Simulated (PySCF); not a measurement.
# C5H9ClSi: electronic excitations

What electronic excitations should C5H9ClSi (`C[C@H]1C=C1[SiH2]CCl`) show?

The runs use PySCF 2.14.0, with density-fitted response routines of our own; the level of theory stands in each step. All values are computed, except where a source is named. Atoms are numbered from 0 throughout.

### Step 1. Starting geometry

16 atoms, charge 0, multiplicity 1; geometry from: GFN2-xTB.

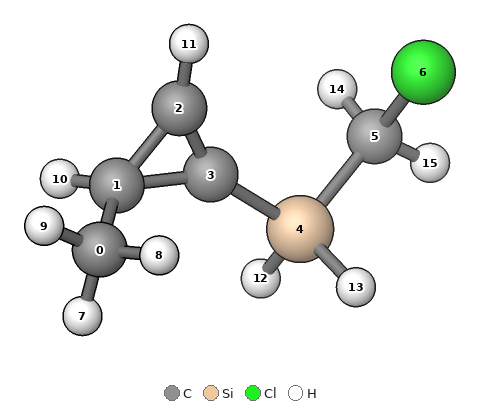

The starting geometry (carbon grey, silicon light orange, chlorine green, hydrogen white), atoms numbered.

### Step 2. TDDFT and polarisability: CAM-B3LYP/def2-SVPD

The job: settings as JSON, then the geometry in Å.

```
{"job": {"kind": "uv", "xc": "CAM-B3LYP", "basis": "def2-SVPD", "nstates": 8, "ntriplets": 3}, "charge": 0, "multiplicity": 1}
C     -2.661001     0.176007     0.721612
C     -1.616115     0.231670    -0.369879
C     -0.586081     1.303493    -0.391095
C     -0.139341     0.124981    -0.031977
Si     1.204849    -1.009390     0.547580
C      2.877610    -0.293071    -0.049299
Cl     3.113937     1.334487     0.644393
H     -2.979643    -0.851101     0.893965
H     -2.258954     0.573687     1.650632
H     -3.537848     0.760635     0.444363
H     -1.956858    -0.184095    -1.316366
H     -0.401866     2.335061    -0.570107
H      1.053191    -2.333235    -0.067570
H      1.226593    -1.089649     2.009606
H      2.926761    -0.178519    -1.129697
H      3.727164    -0.892016     0.269911
```

Level: TDDFT CAM-B3LYP/def2-SVPD, vertical, gas phase, core orbitals frozen in the response.

Launch:

```bash
$ OMP_NUM_THREADS=1 python probes_run.py task.json out
```

One launch serves the whole session: the jobs run in the order shown.

Log:

```text
coarse grid: 14264 points
cycle   1  E = -944.9312182281  dE =  8.432e-01  |g| = 3.353e-01  |ddm| = 5.499e+00
cycle   2  E = -944.9488594214  dE = -1.764e-02  |g| = 2.664e-01  |ddm| = 1.021e+00
cycle   3  E = -944.9675857079  dE = -1.873e-02  |g| = 4.708e-02  |ddm| = 4.327e-01
cycle   4  E = -944.9681194730  dE = -5.338e-04  |g| = 2.124e-02  |ddm| = 1.075e-01
cycle   5  E = -944.9682324744  dE = -1.130e-04  |g| = 4.336e-03  |ddm| = 3.991e-02
cycle   6  E = -944.9682371278  dE = -4.653e-06  |g| = 1.658e-03  |ddm| = 1.055e-02
final grid: 128064 points
cycle   7  E = -945.0936520428  dE = -2.870e-05  |g| = 3.916e-03  |ddm| = 7.040e-02
cycle   8  E = -945.0936512278  dE =  8.150e-07  |g| = 4.417e-03  |ddm| = 1.423e-02
cycle   9  E = -945.0936559461  dE = -4.718e-06  |g| = 6.163e-04  |ddm| = 6.711e-03
cycle  10  E = -945.0936560397  dE = -9.355e-08  |g| = 1.648e-04  |ddm| = 1.062e-03
cycle  11  E = -945.0936560469  dE = -7.198e-09  |g| = 4.579e-05  |ddm| = 3.666e-04
cycle  12  E = -945.0936560475  dE = -5.889e-10  |g| = 1.141e-05  |ddm| = 9.308e-05
converged SCF energy = -945.0936560475

Static polarisability (au): isotropic 97.138, principal 79.497 98.157 113.760

Singlet excitations
state   eV       nm        f      main configurations
  1   5.4364    228.1   0.00012   H-1->L 0.81, H-2->L 0.09
  2   5.8433    212.2   0.12680   H->L 0.92
  3   6.7349    184.1   0.02470   H-2->L+1 0.20, H-1->L+1 0.15, H-2->L 0.14
  4   6.7954    182.5   0.00140   H-4->L 0.64
  5   7.0595    175.6   0.00504   H->L+1 0.46, H->L+3 0.31
  6   7.1806    172.7   0.01847   H->L+2 0.65, H->L+4 0.14
  7   7.2076    172.0   0.00405   H-3->L+1 0.48, H-3->L+2 0.12, H-3->L+3 0.11
  8   7.2617    170.7   0.00038   H-2->L 0.57, H-1->L 0.09

Triplet excitations (Tamm-Dancoff, eV): 3.7274 5.0439 6.0886
```

Wall time 94 s (1 thread of Arm Neoverse N1, shared host); peak memory 1.1 GiB.

Frontier orbitals and where they lie:

| orbital | eV | atoms |
| --- | --- | --- |
| HOMO−3 | -9.93 | Cl6 78 %, C5 13 % |
| HOMO−2 | -9.59 | Cl6 51 %, C5 12 %, Si4 9 % |
| HOMO−1 | -9.04 | C1 26 %, C3 16 %, C2 14 % |
| HOMO | -8.59 | C3 28 %, C2 27 %, C1 15 % |
| LUMO | 0.41 | C2 29 %, C3 27 %, Si4 16 % |
| LUMO+1 | 1.08 | Cl6 28 %, Si4 18 %, C5 15 % |
| LUMO+2 | 1.31 | Si4 25 %, Cl6 20 %, H12 8 % |

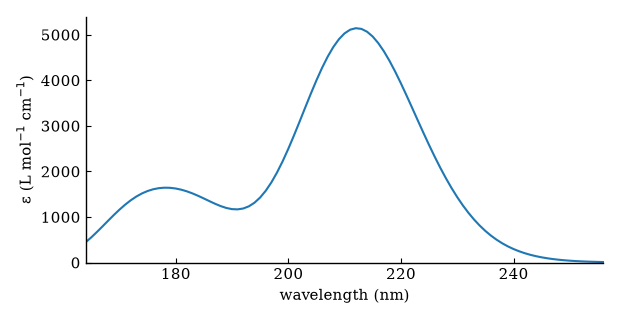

Absorption spectrum: each of the 8 states is a Gaussian band of 0.4 eV half-width at 1/e. Beyond the last state computed it falls off for lack of states.

Ground-state properties from the same run:

| property | computed |
| --- | --- |
| dipole moment (D) | 1.45 |
| polarisability (Å³) | 14.39 |
| HOMO–LUMO gap (eV) | 8.99 |
| −ε(HOMO) (eV) | 8.59 |

### Step 3. Summary of results

| quantity | value |
| --- | --- |
| lowest singlet (CAM-B3LYP/def2-SVPD) | 5.44 eV (228 nm), f = 0.000 |
| brightest single state of those computed | state 2, 5.84 eV, f = 0.127 |
| lowest triplet | 3.73 eV |

The first singlet state (HOMO−1→LUMO 0.81, HOMO−2→LUMO 0.09) lies at 5.44 eV and is dark; of the 8 states computed, the strongest absorption comes from state 2 at 5.84 eV. The lowest triplet lies 1.71 eV below the lowest singlet (triplets in Tamm-Dancoff, singlets in full TDDFT).
